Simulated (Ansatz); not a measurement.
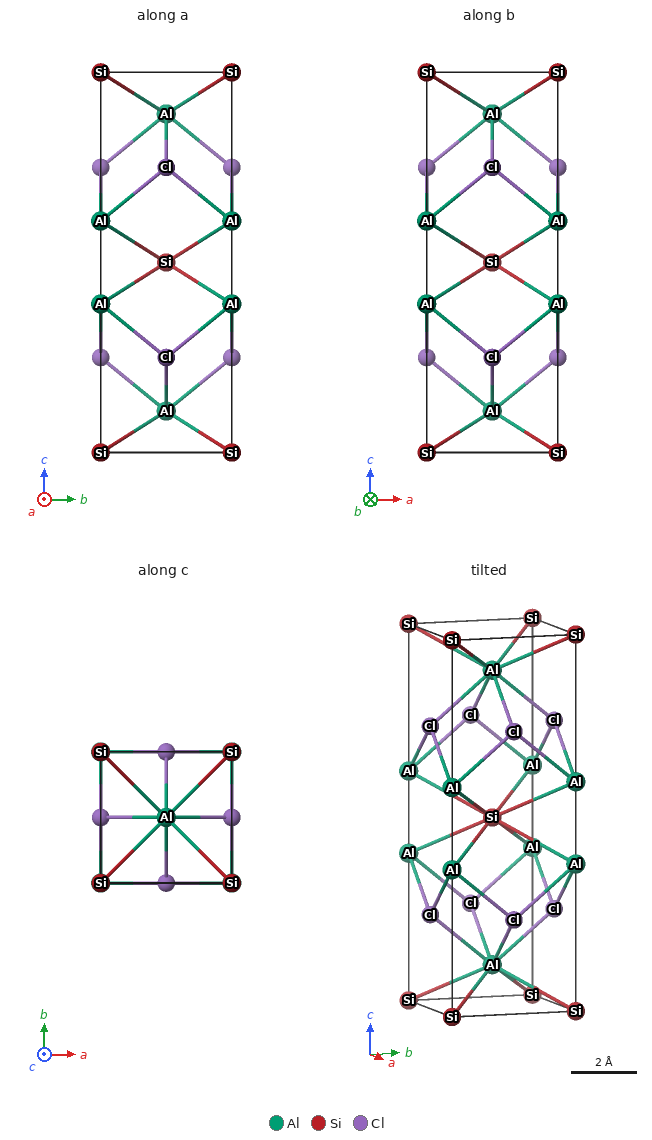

This ball-and-stick model is shown along the a axis, along the b axis, along the c axis and slightly off an axis. The edges of the conventional unit cell are marked.

Lattice parameters: a = 4.095 Å, b = 4.095 Å, c = 11.868 Å, α = 90.00°, β = 90.00°, γ = 90.00°. Put a along x and b in the xy plane.

Q: Give the structure in the form of a POSCAR file, with free fractional coordinates to two decimals.

A:
```
Al Si Cl
1.0
     4.095    0.000    0.000
     0.000    4.095    0.000
     0.000    0.000   11.868
Al Si Cl
4 2 4
Direct
  0.00 0.00 0.39
  0.50 0.50 0.11
  0.50 0.50 0.89
  0.00 0.00 0.61
  0.00 0.00 0.00
  0.50 0.50 0.50
  0.00 0.50 0.25
  0.50 0.00 0.25
  0.50 0.00 0.75
  0.00 0.50 0.75
```

Starting structure: a structure type filled with these elements by a generator (whether the compound takes this form wasn't checked). Earlier steps of the study may have refined or changed the cell and positions. A calculation with Ansatz used it as input.
